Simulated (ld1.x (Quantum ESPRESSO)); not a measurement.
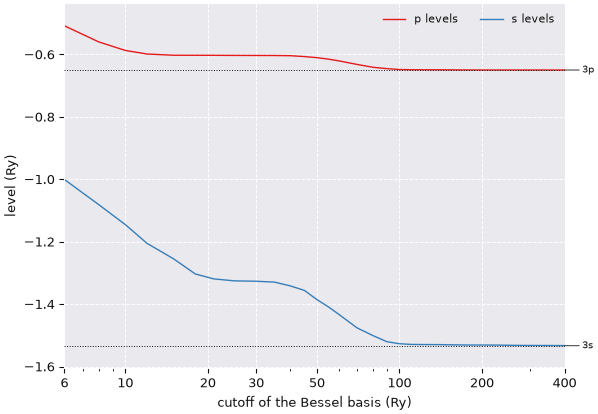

The pseudo-atom Hamiltonian at the reference potential is diagonalised in spherical Bessel functions (20 bohr box) up to the cutoff. Curves: the lowest levels of each channel that holds a bound state. Dotted lines: the all-electron valence levels.

Ld1.x (Quantum ESPRESSO) 7.5 input:

```
 &input
   title='Cl', zed=17., rel=1, dft='PZ', iswitch=3,
   config='[Ne] 3s1.75 3p5.25'
 /
 &inputp
   pseudotype=2, tm=.true., lloc=0,
   nlcc=.true., rcore=0.85
 /
2
3P  2  1   5.25   0.00  1.05  1.05  0.0
3S  1  0   1.75   0.00  0.90  0.90  0.0
 &test
   configts(1)='3s1.75 3p5.25'
 /
```

Q: Does every curve settle on an all-electron level?

A: No ghost state below the valence levels in the p, s, d, f channels. The curves of the valence states settle on the dotted lines.

Q: Read the all-electron valence levels.

A: 3p: -0.65 Ry; 3s: -1.53 Ry.

Q: Which level is furthest from its value at the highest cutoff when the cutoff is lowest, 6 Ry?

A: 3s, by 0.53 Ry, against 0.14 Ry for 3p.
